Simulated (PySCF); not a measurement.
**C5H12O2Si (SMILES C/C=C\[SiH](OC)OC): density, localisation and related maps**

The calculation's input:

```
{"job": {"kind": "nmr", "xc": "PBE0", "basis": "pcSseg-1"}, "charge": 0, "multiplicity": 1}
C      2.568155     1.079849    -0.490032
C      2.204501     0.691596     0.902213
C      1.161280    -0.051618     1.248142
Si    -0.094488    -0.794519     0.066252
O     -0.817050     0.243283    -0.970485
C     -1.411179     1.483624    -0.712186
O     -1.112725    -1.465431     1.149569
C     -2.288914    -2.166256     0.877587
H      1.817988     0.741576    -1.196722
H      3.529925     0.641461    -0.757362
H      2.672352     2.162406    -0.563714
H      2.880830     1.069119     1.663226
H      1.022251    -0.268225     2.299932
H      0.376691    -1.731978    -0.947159
H     -1.811665     1.865097    -1.652833
H     -2.223506     1.389952     0.013133
H     -0.674034     2.189770    -0.321829
H     -2.860959    -2.241521     1.803721
H     -2.054904    -3.170590     0.515899
H     -2.889696    -1.656919     0.120352
```

Run with:

```sh
OMP_NUM_THREADS=1 python probes_run.py task.json out
```

Geometry: GFN2-xTB.

Method: PBE0/pcSseg-1, SCF density, gas phase, non-relativistic in PySCF.

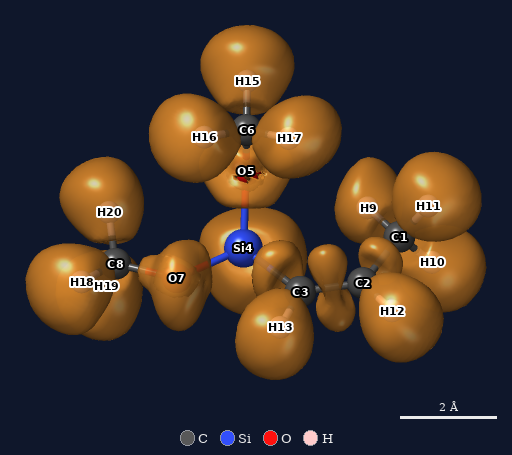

Figure 1. Isosurface of the ELF at 0.75 (orange), seen across its widest extent. Only the valence region is drawn (cores and ρ < 0.01 e/Å³ removed).

Q: Describe the localisation domains.

A: At this value the surface marks out two regions between bonded C–C atoms (shared pairs), one region between bonded C–Si atoms (shared pairs), twelve regions around hydrogen nuclei and two regions on O in which the atom's valence shell and bonds are merged.


C–C (1.33 Å): the ELF peaks at about 0.90 between the atoms; a multiple bond. C–O (1.40 Å): the ELF peaks at about 0.90 between the atoms (a shared but strongly polarised pair).

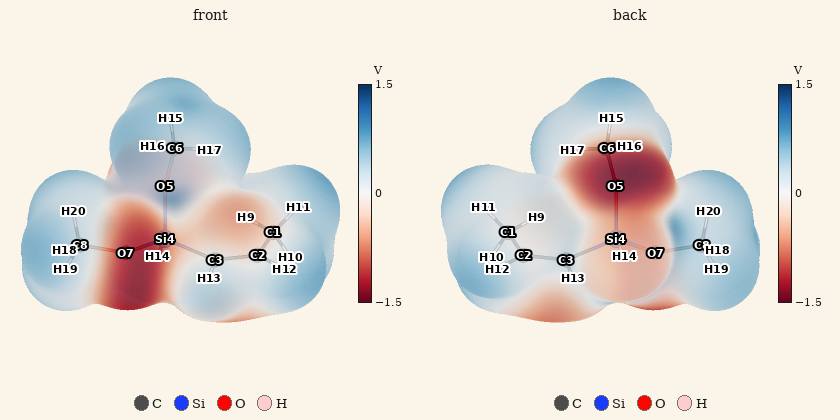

Figure 2. The electrostatic potential painted on the density surface at 0.002 e/bohr³, seen from the front and from behind; red is negative and blue positive.

Q: Which sites attract a positive test charge, and which a negative one?

A: A positive charge is drawn to the negative regions and a negative charge to the positive ones. The most negative region (about −1.4 V) lies over O5, the most positive (about +0.7 V) over the C, H and Si atoms. O5 is the likeliest acceptor of a hydrogen bond.

Q: How polar is the molecule by this calculation?

A: Its dipole moment is 1.10 D.
